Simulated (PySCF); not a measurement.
# SiNH4 (SMILES [NH][SiH3]): UTPSSh/def2-TZVP

What is the vertical doublet–quartet gap of SiNH4 at UTPSSh/def2-TZVP? The job is set up through a Python script.

The calculation is run with PySCF 2.14.0.

## Step 1: The system as given

The species is SiNH4 (6 atoms), meant as a doublet with charge 0. As SMILES, `[NH][SiH3]`. The shape is that of a PBE0-D4/def2-TZVP optimisation.

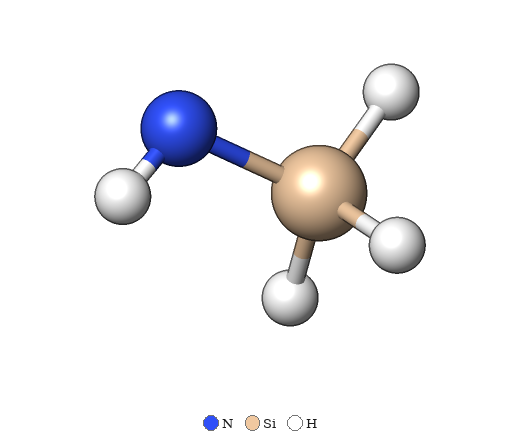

The structure, seen from a chosen angle (nitrogen blue, silicon light orange, hydrogen white).

## Step 2: The energy at UTPSSh/def2-TZVP

The input, calc.py:

```python
from pyscf import gto, dft

mol = gto.Mole()
mol.atom = [
    ('N', (0.592100, -0.835200, 0.909500)),
    ('Si', (-0.203700, 0.347600, -0.110000)),
    ('H', (0.922800, -1.640700, 0.372700)),
    ('H', (-1.310600, -0.282300, -0.885500)),
    ('H', (0.789500, 0.911800, -1.068900)),
    ('H', (-0.748100, 1.434800, 0.736200)),
]
mol.max_memory = 1860
mol.basis = 'def2-tzvp'
mol.verbose = 3
mol.spin = 1
mol.build()

mf = dft.UKS(mol)
mf.xc = 'tpssh'
mf.conv_tol = 1e-10
mf.grids.level = 4
mf.kernel()
if not mf.converged:
    mf = mf.newton().run(mf.mo_coeff, mf.mo_occ)

e_tot = mf.e_tot
print('E = %.10f Eh' % e_tot)
```

Run with:

```
$ OMP_NUM_THREADS=1 python calc.py
```

The program printed:

```text
WARN: HOMO -0.276771079990883 >= LUMO -0.276771079990873

converged SCF energy = -346.645210412461  <S^2> = 0.75413978  2S+1 = 2.0041355
E = -346.6452104125 Eh
```

It took 35 s on 1 thread of Arm Neoverse V1, shared host; peak memory 0.49 GiB.

## Step 3: The quartet

The input, job.py:

```python
from pyscf import gto, dft

mol = gto.M(
    atom=[
    ('N', (0.592100, -0.835200, 0.909500)),
    ('Si', (-0.203700, 0.347600, -0.110000)),
    ('H', (0.922800, -1.640700, 0.372700)),
    ('H', (-1.310600, -0.282300, -0.885500)),
    ('H', (0.789500, 0.911800, -1.068900)),
    ('H', (-0.748100, 1.434800, 0.736200)),
],
    charge=0,
    verbose=4,
    spin=3,
    basis='def2-tzvp',
    max_memory=1860,
)

ks = dft.UKS(mol)
ks.xc = 'tpssh'
ks.grids.level = 4
ks.conv_tol = 1e-10
ks.kernel()
if not ks.converged:
    ks = ks.newton().run(ks.mo_coeff, ks.mo_occ)

e_tot = ks.e_tot
print(f'total energy: {e_tot:.8f} hartree')
```

Run with:

```
$ OMP_NUM_THREADS=1 python job.py
```

The program printed:

```text
PySCF version 2.14.0

[INPUT] num. atoms = 6
[INPUT] num. electrons = 25
[INPUT] charge = 0
[INPUT] spin (= nelec alpha-beta = 2S) = 3
[INPUT] symmetry False subgroup None
[INPUT] Mole.unit = angstrom
[INPUT] Symbol           X                Y                Z      unit          X                Y                Z       unit  Magmom
[INPUT]  1 N      0.592100000000  -0.835200000000   0.909500000000 AA    1.118906838355  -1.578299259237   1.718705910292 Bohr   0.0
[INPUT]  2 Si    -0.203700000000   0.347600000000  -0.110000000000 AA   -0.384937211574   0.656868800899  -0.207869873702 Bohr   0.0
[INPUT]  3 H      0.922800000000  -1.640700000000   0.372700000000 AA    1.743839267749  -3.100473652574   0.704300926625 Bohr   0.0
[INPUT]  4 H     -1.310600000000  -0.282300000000  -0.885500000000 AA   -2.476675058855  -0.533469684965  -1.673352483302 Bohr   0.0
[INPUT]  5 H      0.789500000000   0.911800000000  -1.068900000000 AA    1.491938775344   1.723052280378  -2.019928254548 Bohr   0.0
[INPUT]  6 H     -0.748100000000   1.434800000000   0.736200000000 AA   -1.413704113787   2.711379043526   1.391216372905 Bohr   0.0

nuclear repulsion = 56.6744251402679
number of shells = 40
number of NR pGTOs = 141
number of NR cGTOs = 92
basis = def2-tzvp
ecp = {}

******** <class 'pyscf.dft.uks.UKS'> ********
method = UKS
initial guess = minao
damping factor = 0
level_shift factor = 0
DIIS = <class 'pyscf.scf.diis.CDIIS'>
diis_start_cycle = 1
diis_space = 8
diis_damp = 0
SCF conv_tol = 1e-10
SCF conv_tol_grad = None
SCF max_cycles = 50
direct_scf = True
direct_scf_tol = 1e-13
number electrons alpha = 14  beta = 11
XC library pyscf.dft.libxc version 7.0.0
    S. Lehtola, C. Steigemann, M. J.T. Oliveira, and M. A.L. Marques.,  SoftwareX 7, 1–5 (2018)
XC functionals = tpssh
radial grids:
    Treutler-Ahlrichs [JCP 102, 346 (1995); DOI:10.1063/1.469408] (M4) radial grids

becke partition: Becke, JCP 88, 2547 (1988); DOI:10.1063/1.454033
pruning grids: <function nwchem_prune>
grids dens level: 4
symmetrized grids: False
atomic radii adjust function: <function treutler_atomic_radii_adjust>
small_rho_cutoff = 0
Set gradient conv threshold to 1e-05
tot grids = 119632
init E= -346.456160267447
[... the frontier-level lines of each cycle are left out ...]


cycle= 1 E= -346.385466476086  delta_E= 0.0707  |g|= 0.197  |ddm|= 3.05


cycle= 2 E= -346.131173109603  delta_E= 0.254  |g|= 0.635  |ddm|=    2


cycle= 3 E= -346.407589256356  delta_E= -0.276  |g|= 0.102  |ddm|=  1.4


cycle= 4 E= -346.412925144212  delta_E= -0.00534  |g|= 0.0347  |ddm|= 0.186


cycle= 5 E= -346.414171181476  delta_E= -0.00125  |g|= 0.014  |ddm|= 0.41


cycle= 6 E= -346.414374577361  delta_E= -0.000203  |g|= 0.00432  |ddm|= 0.0385


cycle= 7 E= -346.414426316664  delta_E= -5.17e-05  |g|= 0.00261  |ddm|= 0.103


cycle= 8 E= -346.414435891519  delta_E= -9.57e-06  |g|= 0.00105  |ddm|= 0.0343


cycle= 9 E= -346.414437179766  delta_E= -1.29e-06  |g|= 0.000172  |ddm|= 0.0169


cycle= 10 E= -346.414437212474  delta_E= -3.27e-08  |g|= 0.000119  |ddm|= 0.00205


cycle= 11 E= -346.414437226282  delta_E= -1.38e-08  |g|= 2.49e-05  |ddm|= 0.000696


cycle= 12 E= -346.414437226795  delta_E= -5.13e-10  |g|= 9.03e-06  |ddm|= 9.78e-05


cycle= 13 E= -346.414437226906  delta_E= -1.11e-10  |g|= 1.57e-06  |ddm|= 8.18e-05


cycle= 14 E= -346.414437226911  delta_E= -5.06e-12  |g|= 1.11e-06  |ddm|= 2.05e-05


Extra cycle  E= -346.414437226911  delta_E= -3.41e-13  |g|= 9.06e-07  |ddm|= 7.09e-06
converged SCF energy = -346.414437226911  <S^2> = 3.7609655  2S+1 = 4.005479
total energy: -346.41443723 hartree
```

Run time: 45 s. Hardware: 1 thread of Arm Neoverse V1, shared host; peak memory 0.49 GiB.

## Step 4: Summary of results

At UTPSSh/def2-TZVP:

| quantity | value |
| --- | --- |
| doublet: total energy | -346.64521 Eh |
| doublet: dipole moment | 1.39 D |
| doublet: HOMO energy (highest over α and β) | -7.27 eV |
| doublet: LUMO energy (lowest over α and β) | -4.00 eV |
| doublet: ⟨S²⟩ | 0.754 |
| quartet: total energy | -346.41444 Eh |
| quartet: dipole moment | 1.22 D |
| quartet: HOMO energy (highest over α and β) | -1.87 eV |
| quartet: ⟨S²⟩ | 3.761 |
| vertical energy of the quartet above the doublet | 6.280 eV |

What this shows: At this shape the quartet lies 6.28 eV (606 kJ/mol) above the doublet.
